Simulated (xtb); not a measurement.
**Run report: GaBNH5, frequency calculation (part 2 of 2)**

GaBNH5, SMILES B[NH][GaH2]; GFN2-xTB (xtb 6.7.1 later snapshot). The geometry was optimised with GFN2-xTB.

Geometry of the input (Å):
```
B  -0.7684  0.9814  -0.7823
N  -0.4443  0.1689  0.3145
Ga 0.9811  -1.0078  0.5271
H  -1.7151  1.6746  -0.7537
H  -0.0603  0.9391  -1.7200
H  -1.0785  0.2299  1.1095
H  2.0420  -1.2195  -0.5922
H  1.0435  -1.7667  1.8971
```

What the program printed, continued:
```
 ---------------------------------------------------------------------------
     1   5      3.362 --     2      1.346     4      0.964     5      0.946
                             3      0.101
     2   7      3.474 --     1      1.346     3      1.050     6      0.904
     3  31      2.808 --     2      1.050     7      0.787     8      0.784
                             1      0.101
     4   1      0.989 --     1      0.964
     5   1      0.991 --     1      0.946
     6   1      0.967 --     2      0.904
     7   1      0.998 --     3      0.787     8      0.122
     8   1      0.996 --     3      0.784     7      0.122
 ---------------------------------------------------------------------------

Topologies differ in total number of bonds
Writing topology from bond orders to xtbtopo.mol

molecular dipole:
                 x           y           z       tot (Debye)
 q only:       -0.069      -0.099       0.290
   full:       -0.029      -0.216       0.458       1.289
molecular quadrupole (traceless):
                xx          xy          yy          xz          yz          zz
 q only:        0.407       0.754      -0.263      -0.773       1.109      -0.144
  q+dip:        1.168      -0.266      -1.136      -2.142       1.267      -0.031
   full:        0.761       2.928       0.606      -0.275       3.247      -1.367

           -------------------------------------------------
          |               Frequency Printout                |
           -------------------------------------------------
 projected vibrational frequencies (cm⁻¹)
eigval :       -0.00    -0.00    -0.00     0.00     0.00     0.00
eigval :      133.30   143.66   267.55   404.27   423.77   494.93
eigval :      673.13   763.51   867.37   887.41  1127.14  1155.11
eigval :     1305.31  1623.82  1677.27  2569.02  2607.43  3289.72
 reduced masses (amu)
    1:      3.80    2:      7.62    3:      8.59    4:      3.61    5:      4.95    6:      2.40
    7:      1.29    8:      2.26    9:      1.20   10:      1.30   11:      1.11   12:      4.06
   13:      1.03   14:      1.13   15:      1.31   16:      1.23   17:      1.28   18:      1.22
   19:      3.63   20:      1.02   21:      1.03   22:      1.05   23:      1.12   24:      1.07
 IR intensities (km·mol⁻¹)
    1:      0.56    2:      0.07    3:      0.04    4:      1.28    5:      0.05    6:      2.23
    7:      1.23    8:      4.27    9:      7.89   10:    108.31   11:    238.24   12:     61.19
   13:    237.89   14:     68.00   15:     49.14   16:     88.47   17:      8.12   18:     20.09
   19:    342.33   20:    178.18   21:    173.28   22:    122.66   23:    174.80   24:     33.84
 Raman intensities (Ä⁴*amu⁻¹)
    1:      1.79    2:      0.19    3:      0.41    4:      2.33    5:      2.17    6:      6.27
    7:      2.51    8:      1.63    9:      0.49   10:      5.03   11:     10.45   12:     25.04
   13:     46.82   14:      0.40   15:      0.28   16:      1.16   17:      4.18   18:      8.36
   19:      2.26   20:    331.35   21:    153.80   22:     96.60   23:     81.12   24:    114.19
 output can be read by thermo (or use thermo option).
 writing <g98.out> molden fake output.
 recommended (thermochemical) frequency scaling factor: 1.0
           -------------------------------------------------
          |             Thermodynamic Functions             |
           -------------------------------------------------

cs  symmetry found (for desy threshold:  0.10E+00) used in thermo

          ...................................................
          :                      SETUP                      :
          :.................................................:
          :  # frequencies                          18      :
          :  # imaginary freq.                       0      :
          :  linear?                             false      :
          :  only rotor calc.                    false      :
          :  symmetry                               cs      :
          :  rotational number                       1      :
          :  scaling factor                  1.0000000      :
          :  rotor cutoff                   50.0000000 cm⁻¹ :
          :  imag. cutoff                  -20.0000000 cm⁻¹ :
          :.................................................:

    mode    ω/cm⁻¹     T·S(HO)/kcal·mol⁻¹    T·S(FR)/kcal·mol⁻¹   T·S(vib)
   ------------------------------------------------------------------------
       1    133.30    -0.86399 ( 98.06%)    -0.76565 (  1.94%)    -0.86208
       2    143.66    -0.82126 ( 98.55%)    -0.74351 (  1.45%)    -0.82013
       3    267.55    -0.48060 ( 99.88%)    -0.55946 (  0.12%)    -0.48070
   ------------------------------------------------------------------------

   temp. (K)  partition function   enthalpy   heat capacity  entropy
                                   cal/mol     cal/K/mol   cal/K/mol   J/K/mol
 298.15  VIB   9.52                 1882.256     13.058     10.781
         ROT  0.358E+05              888.727      2.981     23.817
         INT  0.341E+06             2770.983     16.039     34.598
         TR   0.304E+26             1481.212      4.968     39.705
         TOT                        4252.1957    21.0069    74.3036   310.8861

       T/K    H(0)-H(T)+PV         H(T)/Eh          T*S/Eh         G(T)/Eh
   ------------------------------------------------------------------------
    298.15    0.677631E-02    0.532823E-01    0.353040E-01    0.179782E-01
   ------------------------------------------------------------------------

         :::::::::::::::::::::::::::::::::::::::::::::::::::::
         ::                  THERMODYNAMIC                  ::
         :::::::::::::::::::::::::::::::::::::::::::::::::::::
         :: total free energy          -7.892301687166 Eh   ::
         ::.................................................::
         :: total energy               -7.910279918178 Eh   ::
         :: zero point energy           0.046505946139 Eh   ::
         :: G(RRHO) w/o ZPVE           -0.028527715127 Eh   ::
         :: G(RRHO) contrib.            0.017978231011 Eh   ::
         :::::::::::::::::::::::::::::::::::::::::::::::::::::

           -------------------------------------------------
          | TOTAL ENERGY               -7.910279918178 Eh   |
          | TOTAL ENTHALPY             -7.856997666819 Eh   |
          | TOTAL FREE ENERGY          -7.892301687166 Eh   |
          | GRADIENT NORM               0.000015972859 Eh/α |
          | HOMO-LUMO GAP               4.709165833765 eV   |
           -------------------------------------------------

------------------------------------------------------------------------
------------------------------------------------------------------------
 total:
 *  cpu-time:     0 d,  0 h,  0 min,  0.740 sec
 * ratio c/w:     1.000 speedup
 SCF:
 *  cpu-time:     0 d,  0 h,  0 min,  0.003 sec
 * ratio c/w:     1.000 speedup
 analytical hessian:
 *  cpu-time:     0 d,  0 h,  0 min,  0.732 sec
 * ratio c/w:     1.000 speedup
```

File vibspectrum:
```
$vibrational spectrum
#  mode     symmetry     wave number   IR intensity   Raman activity   Raman scatt. cross-section   selection rules
#                           (cm⁻¹)      (km*mol⁻¹)      (Å⁴*amu⁻¹)             (Å²*sr⁻¹)              IR     RAMAN
     1                      -0.00         0.00000         0.00000             0.00000E+00              -       -
     2                      -0.00         0.00000         0.00000             0.00000E+00              -       -
     3                      -0.00         0.00000         0.00000             0.00000E+00              -       -
     4                       0.00         0.00000         0.00000             0.00000E+00              -       -
     5                       0.00         0.00000         0.00000             0.00000E+00              -       -
     6                       0.00         0.00000         0.00000             0.00000E+00              -       -
     7        a            133.30         1.23114         2.51286             0.32199E-13             YES     YES
     8        a            143.66         4.26783         1.62509             0.18292E-13             YES     YES
     9        a            267.55         7.88613         0.49323             0.20037E-14             YES     YES
    10        a            404.27       108.30772         5.02916             0.11106E-13             YES     YES
    11        a            423.77       238.23529        10.45295             0.21608E-13             YES     YES
    12        a            494.93        61.18517        25.03786             0.41850E-13             YES     YES
    13        a            673.13       237.89411        46.82075             0.52354E-13             YES     YES
    14        a            763.51        67.99584         0.39825             0.37967E-15             YES     YES
    15        a            867.37        49.14340         0.28409             0.23080E-15             YES     YES
    16        a            887.41        88.47465         1.16115             0.91675E-15             YES     YES
    17        a           1127.14         8.12087         4.18222             0.24444E-14             YES     YES
    18        a           1155.11        20.08951         8.35907             0.47357E-14             YES     YES
    19        a           1305.31       342.33346         2.26137             0.10948E-14             YES     YES
    20        a           1623.82       178.18122       331.35406             0.11995E-12             YES     YES
    21        a           1677.27       173.28322       153.80120             0.53253E-13             YES     YES
    22        a           2569.02       122.66034        96.59560             0.17764E-13             YES     YES
    23        a           2607.43       174.79931        81.11537             0.14564E-13             YES     YES
    24        a           3289.72        33.83522       114.18976             0.13771E-13             YES     YES
$end
```

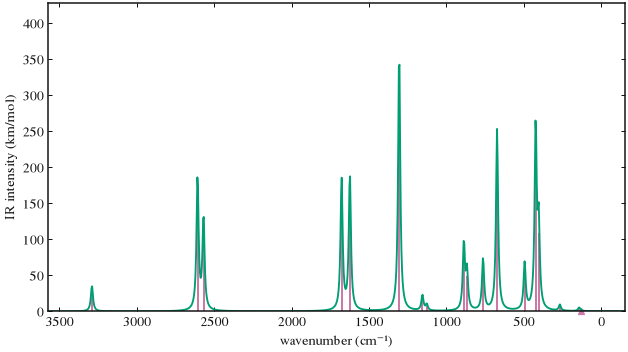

*Harmonic infrared spectrum, unscaled: sticks (degenerate modes added up, dark ones marked on the axis) with a Lorentzian envelope of 16 cm⁻¹ full width, scaled to the tallest stick.*

18 modes from 133 to 3290 cm⁻¹, none imaginary. The strongest line is at 1305 cm⁻¹ (342 km/mol).

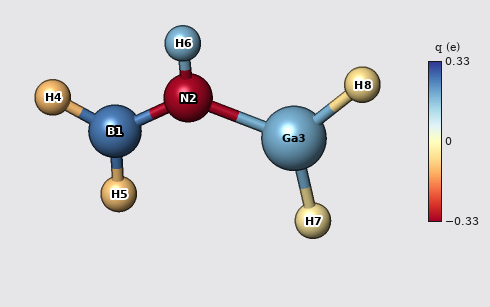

*Mulliken charges, as the colour of each atom (ball-and-stick view, seen at a tilt; atoms are numbered from 1 in the order of the input).*

By element: B +0.25, N −0.32, Ga +0.19 and H −0.11 to +0.18 e.

Summary:

| quantity | value |
| --- | --- |
| outcome | converged |
| electrons treated | 16 |
| total energy | −7.910280 hartree |
| dispersion energy | −0.003491 hartree |
| basis functions | 23 |
| HOMO | −10.96 eV |
| LUMO | −6.25 eV |
| zero-point energy | 0.046506 hartree |
| dipole moment | 1.29 D |
| wavenumbers, lowest and highest | 133 and 3290 cm⁻¹ |
| hardware | 1 thread of Arm Neoverse V2, 24 GiB of memory available, shared host |
| wall time | 0.75 s |
| peak memory | 0.073 GiB |
